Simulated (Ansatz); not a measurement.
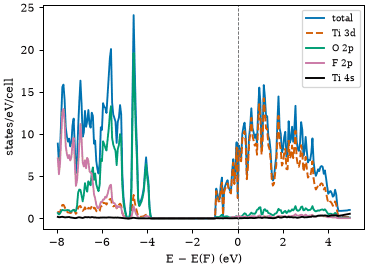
Fig. 1. Total and projected density of states of TiOF in space group Amm2 (No. 38; Pearson symbol oS24), the program Ansatz at the PBE level (PAW)

### Question
Which orbitals carry the states next to the Fermi level?

### Answer
Within 0.5 eV of the Fermi level: Ti 3d 93 %. Projections are on Löwdin-orthogonalised atomic valence shells; empty p or d shells of many metals are not among them.

### Question
Where is the tallest occupied peak in this window, and what makes it?

### Answer
Near -4.6 eV, about 24 states/eV per cell; the largest projected share is O 2p.

The start of the workflow was typed in or built on a structure type; neither database checked (COD, Materials Project) lists it. Whether it is the stable phase at ambient conditions was not checked. The PBE relaxation kept the symmetry of its start; whether a distortion lowers the energy is not shown. The final state is ferromagnetic, chosen from 2 collinear starts compared on coarse meshes (ties went to the first, and starts can fall back to one state), not a proven ground state. No Hubbard U is applied. The compound may be a true metal, but semilocal functionals without U, or a wrong spin order, can also close a gap.

Potentials: the earlier of the program's two PAW sets.
